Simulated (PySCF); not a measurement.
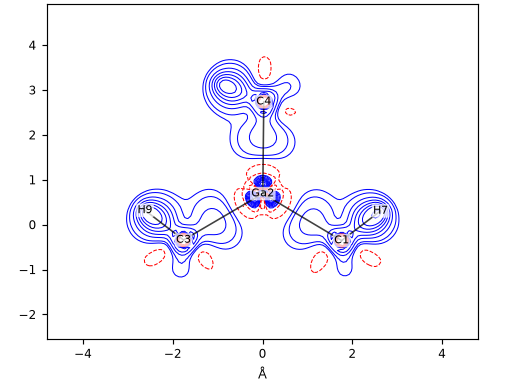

Figure. C3H9Ga, SMILES `C[Ga](C)C`. Deformation density (molecule less spherical, spin-averaged free atoms) in the plane of C1, Ga2, C3, C4, H7 and H9; contours at ±0.05 to ±0.8 e/Å³; solid blue lines: gain, dashed red lines: loss.

PySCF calculation, ωB97X/def2-TZVP, gas phase; geometry: GFN2-xTB. No frequency check shows the geometry to be a minimum. GFN2-xTB bond lengths at metals and heavier atoms can be off by up to 0.1 Å and shapes distorted, which carries into these values.

Geometry (Å), atoms numbered from 1:

```
C1       0.6383    1.9379   -0.0015
Ga2     -0.0057   -0.0042    0.0020
C3       1.3837   -1.5064   -0.0028
C4      -2.0087   -0.4218   -0.0009
H5       1.1643    2.1744   -0.9311
H6       1.3396    2.1205    0.8181
H7      -0.1918    2.6418    0.1011
H8       2.1164   -1.3603   -0.8017
H9       0.9220   -2.4875   -0.1419
H10      1.9375   -1.5284    0.9405
H11     -2.4546   -0.1784   -0.9698
H12     -2.2012   -1.4795    0.1984
H13     -2.5357    0.1686    0.7540
```

Question: How much density has each bond in this plane gained at its critical point, relative to the free atoms?

Answer: C3–H9: +0.69 e/Å³ at the bond critical point (bond length 1.09 Å, Mayer order 1.0). C1–H7: +0.69 e/Å³ at the bond critical point (bond length 1.09 Å, Mayer order 1.0). Ga2–C4: +0.17 e/Å³ at the bond critical point (bond length 2.05 Å, Mayer order 0.9). C1–Ga2: +0.17 e/Å³ at the bond critical point (bond length 2.05 Å, Mayer order 0.9). Ga2–C3: +0.17 e/Å³ at the bond critical point (bond length 2.05 Å, Mayer order 0.9). In all, 3.0 electrons gather in the regions of gain relative to the promolecule.

Cost of the run: 11 s on 1 thread of AMD EPYC 9R45 96-Core Processor (Zen 5) (shared host), peak memory 0.81 GiB.
